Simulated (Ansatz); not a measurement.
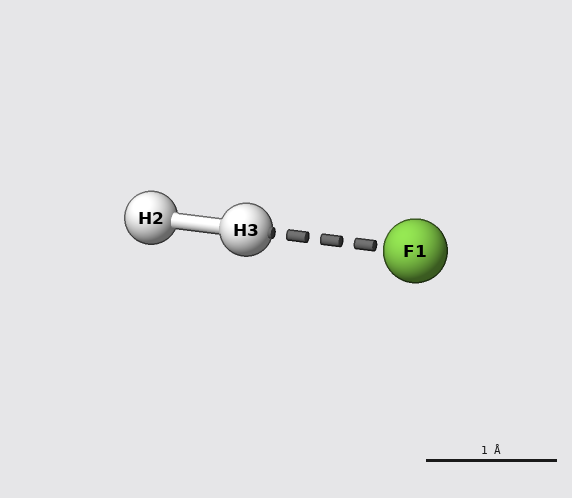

Two molecules or ions; the broken line marks their closest contact (measured against van der Waals radii). The species has charge −1 and is a spin singlet. Geometry: a pair of rigid molecules at a changed separation. Program: Ansatz 0.2.0.

Which two species are they?

F and H2 (`[F-].[H][H]`).

How long is the contact?

F1···H3 is 1.45 Å.

Give the counterpoise-corrected interaction energy (kJ/mol, monomers kept as in the pair) with RHF-CCSD(T) (frozen core)/def2-TZVPPD; ωB97M-V/def2-TZVPPD.

```
                                level  interaction energy (kJ/mol)
RHF-CCSD(T) (frozen core)/def2-TZVPPD                        −23.5
                  ωB97M-V/def2-TZVPPD                        −31.7
```
